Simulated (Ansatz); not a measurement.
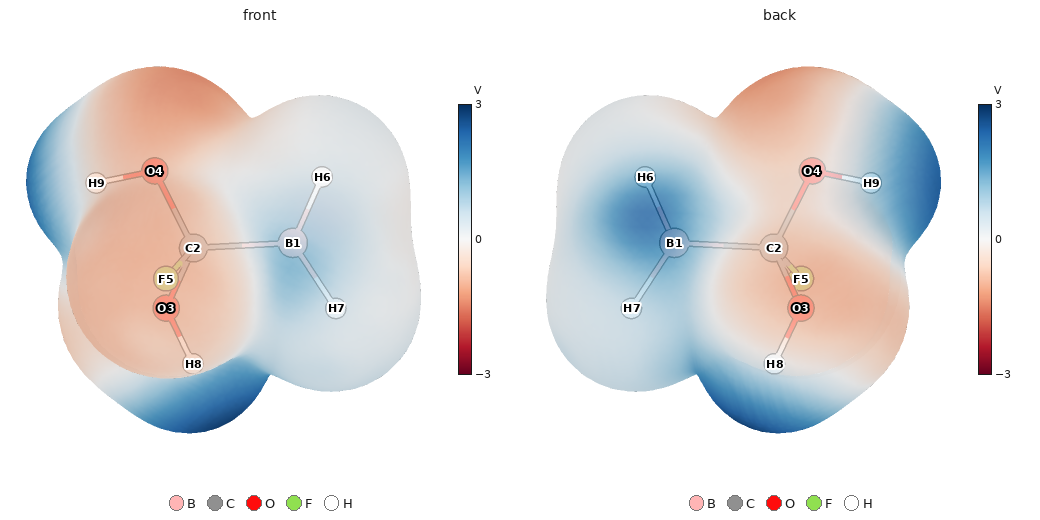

Figure 1: CH$_{4}$BFO$_{2}$. The electrostatic potential painted on the density surface at 0.002 e/bohr³, seen from the front and from behind; the colour scale runs from red (negative) to blue (positive).

These are results of Ansatz, RKS CAM-B3LYP-D4/def2-SVP, not measurements.

Input

```
crystal:
  periodic: [false, false, false]
  atoms:
    - { symbol: B, position_ang: [0.0135, 0.8299, -0.8005] }
    - { symbol: C, position_ang: [0.416, -0.1266, 0.3545] }
    - { symbol: O, position_ang: [0.4482, -1.4462, -0.1282] }
    - { symbol: O, position_ang: [-0.3663, -0.0179, 1.4603] }
    - { symbol: F, position_ang: [1.689, 0.2455, 0.7394] }
    - { symbol: H, position_ang: [-0.9998, 1.5614, -0.6873] }
    - { symbol: H, position_ang: [0.6225, 0.9451, -1.805] }
    - { symbol: H, position_ang: [0.30395, -0.27497, -0.54791] }
    - { symbol: H, position_ang: [-1.3353, -0.3286, 1.2259] }
basis:
  gaussian: { orbitals: def2-SVP }
hamiltonian:
  xc: cam_b3lyp
  dispersion: d4
relax:
  f_tol: 0.02
  max_steps: 50
output:
  orbitals: {}
```

Run with:

```sh
ansatz run input.yaml --threads 2 --pin off --max-ram 3072MiB --backend cpu --events-out ev --progress --plain --runs-dir out
```

The fields are those of the run's last geometry, not of the input's.

Q: Describe the electrostatic potential map.

A: The most negative region (about −1.3 V) lies over O4, the most positive (about +2.7 V) over H8. O4 is the likeliest acceptor of a hydrogen bond.
